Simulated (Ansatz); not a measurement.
The reference is BeBr₂ (space group Fm-3m, No. 225; a = 6.393 Å; a hypothetical phase, not in the database extracts checked).

Modification: cell and atoms relaxed at a pressure of 1.8 GPa.

The values are results of PBEsol in Ansatz (plane waves to 420 eV, PAW, scalar-relativistic without spin-orbit coupling), not measurements.

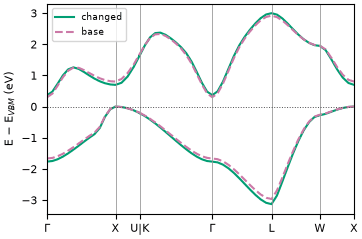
Highest valence and lowest conduction band along the path, each from its own valence-band maximum

The gap is 0.37 eV, indirect, X → Γ; the base has 0.30 eV.

Load acts through the strain it causes; cell and atoms are relaxed under it. Semilocal Kohn–Sham gaps tend to fall short of experiment. Stability against distortions was not tested.

Ansatz is an electronic-structure program.
